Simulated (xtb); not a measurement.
## Geometry relaxation of CH$_{7}$N$_{2}$Si (part 5 of 5)

Continued. System: CH$_{7}$N$_{2}$Si, multiplicity 2, SMILES [CH2][SiH](N)N. Method: GFN1-xTB (xtb 6.7.1 later snapshot). 

Geometry of the input (Å):
```
C  -1.0298  1.3998  -0.0700
Si 0.4707  0.2004  0.0556
N  0.1585  -0.6760  1.4926
N  0.7178  -0.8118  -1.3199
H  -1.4424  1.8213  -0.9819
H  -1.6025  1.6160  0.8275
H  1.7244  0.9415  0.1361
H  0.9201  -1.3389  1.9369
H  -0.6971  -1.1139  1.8104
H  0.9751  -0.4873  -2.1436
H  -0.0858  -1.4648  -1.5542
```

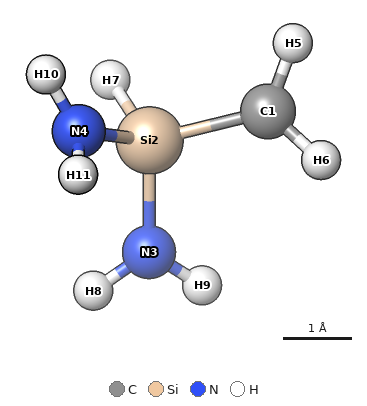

*The geometry at step 24 of the log (ball-and-stick view, seen at an oblique angle; atoms are numbered from 1 in the order of the input).*

Trajectory as extended XYZ, continued:
```
11
Properties=species:S:1:pos:R:3 step=17 energy=-385.19114
C    -1.0526    1.3532   -0.0201
Si    0.4195    0.2491    0.0507
N     0.1976   -0.7666    1.4140
N     0.5987   -0.8093   -1.3191
H    -1.1206    2.2234   -0.6686
H    -1.9840    1.2011    0.5271
H     1.6515    1.0109    0.0558
H     0.8077   -1.5302    1.6680
H    -0.5011   -0.6510    2.1340
H     1.0930   -0.5874   -2.1662
H    -0.0005   -1.6069   -1.4859
11
Properties=species:S:1:pos:R:3 step=18 energy=-385.19074
C    -1.0489    1.3507   -0.0243
Si    0.4207    0.2437    0.0573
N     0.1983   -0.7737    1.4162
N     0.5953   -0.8027   -1.3162
H    -1.1215    2.2012   -0.6739
H    -1.9849    1.2072    0.5037
H     1.6511    1.0054    0.0721
H     0.8038   -1.5382    1.6674
H    -0.4769   -0.6413    2.1490
H     1.0892   -0.5792   -2.1640
H    -0.0170   -1.5869   -1.4979
11
Properties=species:S:1:pos:R:3 step=19 energy=-385.19544
C    -1.0571    1.3449   -0.0258
Si    0.4132    0.2413    0.0546
N     0.1964   -0.7778    1.4138
N     0.5949   -0.8078   -1.3121
H    -1.1030    2.2394   -0.6431
H    -2.0100    1.1776    0.4651
H     1.6380    1.0129    0.0688
H     0.7900   -1.5645    1.6415
H    -0.4379   -0.6031    2.1853
H     1.1046   -0.5929   -2.1567
H    -0.0200   -1.5838   -1.5019
11
Properties=species:S:1:pos:R:3 step=20 energy=-385.19668
C    -1.0534    1.3496   -0.0221
Si    0.4139    0.2403    0.0507
N     0.1963   -0.7727    1.4190
N     0.5889   -0.8046   -1.3222
H    -1.1067    2.2410   -0.6480
H    -2.0074    1.1748    0.4781
H     1.6464    1.0001    0.0695
H     0.7944   -1.5452    1.6628
H    -0.4514   -0.6153    2.1698
H     1.0965   -0.5860   -2.1646
H    -0.0086   -1.5957   -1.5034
11
Properties=species:S:1:pos:R:3 step=21 energy=-385.19790
C    -1.0444    1.3616   -0.0038
Si    0.4168    0.2422    0.0536
N     0.1950   -0.7735    1.4204
N     0.5859   -0.8002   -1.3235
H    -1.1157    2.2265   -0.6604
H    -2.0071    1.1663    0.4640
H     1.6524    0.9973    0.0708
H     0.7858   -1.5544    1.6576
H    -0.4439   -0.6064    2.1793
H     1.0943   -0.5796   -2.1646
H    -0.0100   -1.5936   -1.5037
11
Properties=species:S:1:pos:R:3 step=22 energy=-385.19970
C    -1.0504    1.3532   -0.0152
Si    0.4170    0.2421    0.0522
N     0.1918   -0.7733    1.4200
N     0.5885   -0.8012   -1.3248
H    -1.1174    2.2290   -0.6517
H    -2.0021    1.1687    0.4699
H     1.6527    0.9979    0.0693
H     0.7766   -1.5604    1.6536
H    -0.4389   -0.5956    2.1857
H     1.0955   -0.5761   -2.1652
H    -0.0042   -1.5979   -1.5041
11
Properties=species:S:1:pos:R:3 step=23 energy=-385.20058
C    -1.0518    1.3514   -0.0185
Si    0.4173    0.2425    0.0523
N     0.1897   -0.7740    1.4194
N     0.5896   -0.8015   -1.3244
H    -1.1189    2.2297   -0.6522
H    -2.0014    1.1668    0.4721
H     1.6527    0.9987    0.0694
H     0.7671   -1.5679    1.6478
H    -0.4304   -0.5866    2.1913
H     1.0955   -0.5729   -2.1645
H    -0.0003   -1.6000   -1.5033
11
Properties=species:S:1:pos:R:3 step=24 energy=-385.20247
C    -1.0543    1.3498   -0.0245
Si    0.4181    0.2450    0.0539
N     0.1818   -0.7774    1.4160
N     0.5940   -0.8026   -1.3204
H    -1.1272    2.2295   -0.6577
H    -2.0006    1.1587    0.4744
H     1.6517    1.0040    0.0707
H     0.7252   -1.6032    1.6197
H    -0.3903   -0.5489    2.2164
H     1.0949   -0.5602   -2.1599
H     0.0157   -1.6086   -1.4990
11
Properties=species:S:1:pos:R:3 step=25 energy=-385.20323
C    -1.0543    1.3519   -0.0239
Si    0.4171    0.2458    0.0544
N     0.1818   -0.7784    1.4149
N     0.5950   -0.8037   -1.3174
H    -1.1271    2.2313   -0.6585
H    -2.0029    1.1589    0.4715
H     1.6492    1.0072    0.0708
H     0.7179   -1.6089    1.6131
H    -0.3802   -0.5468    2.2186
H     1.0940   -0.5601   -2.1576
H     0.0186   -1.6108   -1.4964
11
Properties=species:S:1:pos:R:3 step=26 energy=-385.20409
C    -1.0558    1.3558   -0.0235
Si    0.4144    0.2476    0.0555
N     0.1802   -0.7809    1.4120
N     0.5981   -0.8062   -1.3111
H    -1.1278    2.2352   -0.6575
H    -2.0086    1.1587    0.4616
H     1.6430    1.0151    0.0710
H     0.6942   -1.6286    1.5926
H    -0.3499   -0.5339    2.2321
H     1.0927   -0.5582   -2.1528
H     0.0286   -1.6181   -1.4904
11
Properties=species:S:1:pos:R:3 step=27 energy=-385.20451
C    -1.0591    1.3588   -0.0239
Si    0.4101    0.2487    0.0556
N     0.1815   -0.7818    1.4105
N     0.6005   -0.8089   -1.3056
H    -1.1219    2.2440   -0.6496
H    -2.0179    1.1613    0.4467
H     1.6347    1.0235    0.0703
H     0.6814   -1.6393    1.5773
H    -0.3270   -0.5331    2.2417
H     1.0916   -0.5622   -2.1498
H     0.0354   -1.6247   -1.4837
11
Properties=species:S:1:pos:R:3 step=28 energy=-385.20452
C    -1.0627    1.3594   -0.0273
Si    0.4077    0.2505    0.0563
N     0.1810   -0.7823    1.4098
N     0.6024   -0.8103   -1.3015
H    -1.1176    2.2524   -0.6432
H    -2.0257    1.1583    0.4338
H     1.6293    1.0303    0.0699
H     0.6635   -1.6553    1.5594
H    -0.3020   -0.5238    2.2564
H     1.0904   -0.5625   -2.1473
H     0.0427   -1.6304   -1.4767
11
Properties=species:S:1:pos:R:3 step=29 energy=-385.20477
C    -1.0624    1.3585   -0.0276
Si    0.4083    0.2504    0.0563
N     0.1824   -0.7812    1.4111
N     0.6010   -0.8094   -1.3030
H    -1.1153    2.2534   -0.6415
H    -2.0259    1.1574    0.4324
H     1.6307    1.0286    0.0699
H     0.6715   -1.6488    1.5647
H    -0.3102   -0.5301    2.2529
H     1.0899   -0.5643   -2.1490
H     0.0390   -1.6282   -1.4767
11
Properties=species:S:1:pos:R:3 step=30 energy=-385.20486
C    -1.0620    1.3589   -0.0281
Si    0.4089    0.2511    0.0571
N     0.1842   -0.7805    1.4125
N     0.5991   -0.8083   -1.3033
H    -1.1118    2.2563   -0.6383
H    -2.0283    1.1541    0.4242
H     1.6318    1.0283    0.0709
H     0.6773   -1.6450    1.5656
H    -0.3131   -0.5358    2.2526
H     1.0878   -0.5662   -2.1501
H     0.0353   -1.6266   -1.4735
```

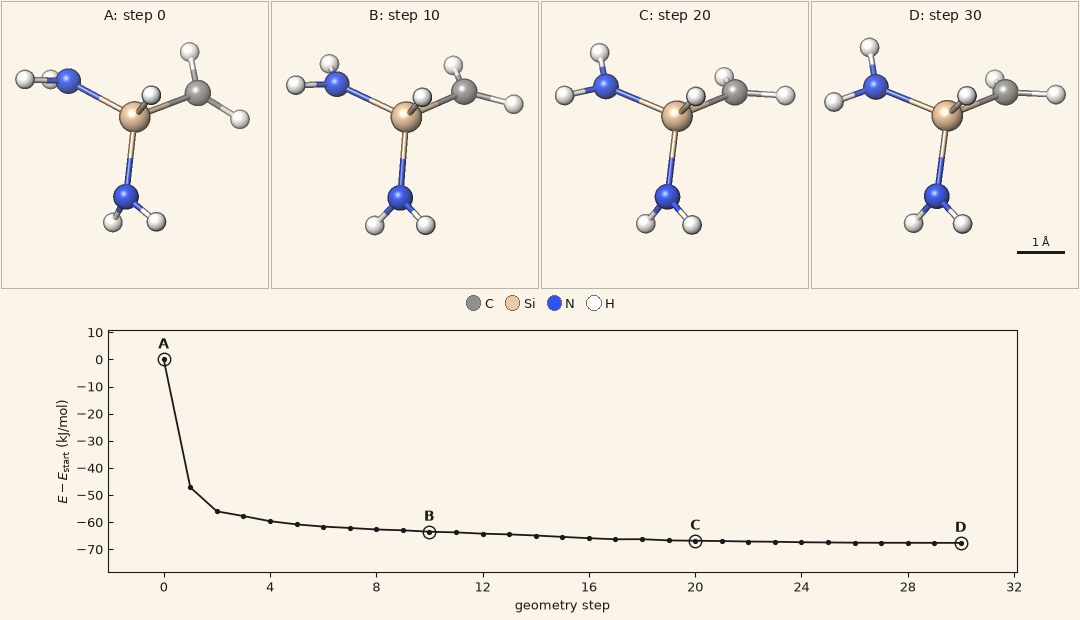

*Frames of the relaxation (ball-and-stick view, seen at a tilt) above the curves, on which the letters mark them (steps are counted from 0).*

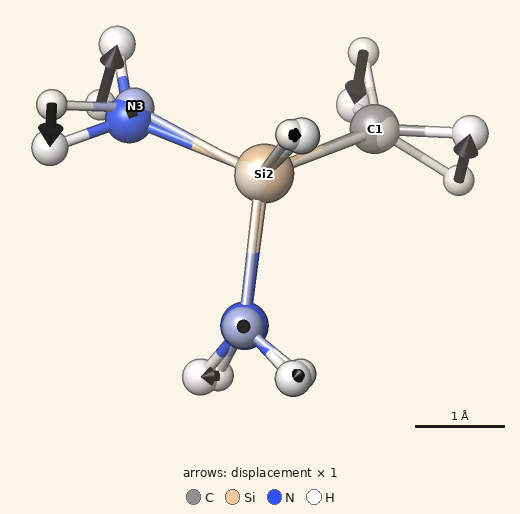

*Start (faint) and end (solid) with the displacements as black arrows, at true length (ball-and-stick view, seen at a tilt). The two geometries are laid on each other by the best rigid fit.*

H9 moves most after the best rigid fit: 0.82 Å. Largest moves by element: H 0.82 Å, N 0.14 Å, Si 0.08 Å, C 0.07 Å. Among the contacts that change: N3–H8 1.103 → 1.007 Å, N4–H10 0.922 → 1.007 Å, C1–Si2 1.925 → 1.843 Å, N4–H11 1.062 → 1.008 Å. Among the angles that change: Si2–N4–H11 115.4° → 124.5°, N3–Si2–N4 113.3° → 105.4°, H8–N3–H9 101.4° → 108.9°. After 30 geometry steps the energy has fallen by 67.6 kJ/mol. (Atoms are counted from 1 in the order of the input.)

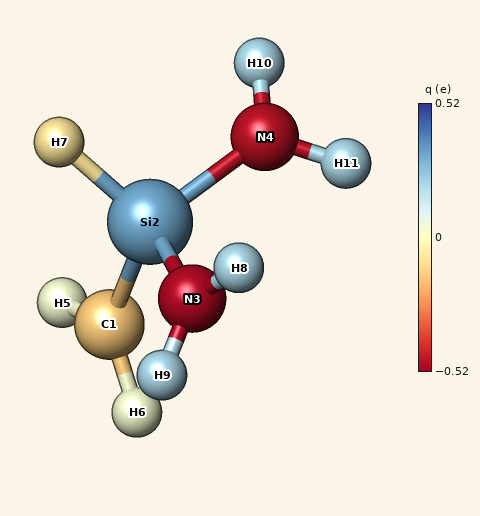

*Mulliken charges, as the colour of each atom (ball-and-stick view, seen at a tilt; atoms are numbered from 1 in the order of the input).*

By element: C −0.14, Si +0.31, N −0.49 to −0.47 and H −0.08 to +0.20 e.

Results in brief:

```tsv
quantity	value
outcome	converged
electrons treated	25
total energy	−14.156018 hartree
dispersion energy	−0.003376 hartree
basis functions	36
dipole moment	1.77 D
hardware	1 thread of Arm Neoverse N1, 16 GiB of memory available, shared host
peak memory	0.074 GiB
```

Settings chosen away from the usual ones: method = gfn1-xtb; task = optimise; x = {"model_hessian": "lindh-d2"}; opt_level = normal; partner = base. The record of the run, not the program, notes: no spin polarisation: high-spin states lie too high.
